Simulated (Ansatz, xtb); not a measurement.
**Loss of H2O: Si(OH)2 → SiO + H2O**

Species: Si(OH)2, singlet; SiO, singlet; H2O (water) `O`, singlet. 

Shapes, held fixed at every level: PBE0-D4/def2-TZVP. Flexible molecules stand in one conformer, not always the lowest. Programs: Ansatz 0.2.0, xtb 6.7.1. The zero-point and thermal change to 298 K, harmonic and unscaled (PBE0-D4/def2-TZVP), is -4.3 kJ/mol.

| level | kind | ΔH(298 K) (kJ/mol) | less CCSD(T)/CBS estimate | CPU time (sum over the molecules) |
| --- | --- | --- | --- | --- |
| GFN1-xTB | semi-empirical | +182.0 | +21.6 | 0.065 s |
| B3LYP-D4/def2-TZVPP | global hybrid | +165.5 | +5.1 | 3 s |
| BHLYP-D4/def2-TZVPP | global hybrid | +185.7 | +25.3 | 2.4 s |
| r2SCAN0-D4/def2-TZVPP | global hybrid | +187.2 | +26.8 | 3.9 s |
| wB97M-V/def2-TZVPP | range-separated hybrid | +171.3 | +10.9 | 7.1 s |
| MP2/def2-SVP | perturbation theory | +137.7 | -22.7 | – |
| CCSD/def2-TZVPP | coupled cluster or CI | +164.8 | +4.4 | – |
| CCSD(T)/CBS estimate | coupled cluster or CI | +160.4 | 0.0 | 4.4 min |

The highest level, CCSD(T)/CBS estimate, gives ΔH(298 K) = +160.4 kJ/mol; the levels span +137.7 to +187.2. The column of differences is taken from that level and isn't an error. No measured value is set beside it here. T1 is large for SiO, so single-reference values are less sure there. The CBS estimate extrapolates MP2 from def2-TZVPP and def2-QZVPP and adds CCSD(T) − MP2 in the triple-zeta set, cores frozen. Times are processor times on shared x86 and Arm servers, and rough.

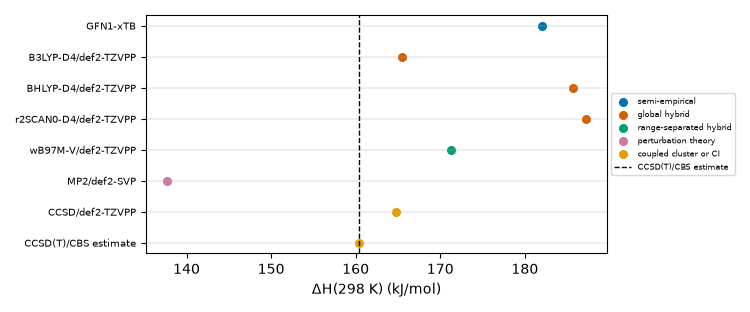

The values of the table, level by level.
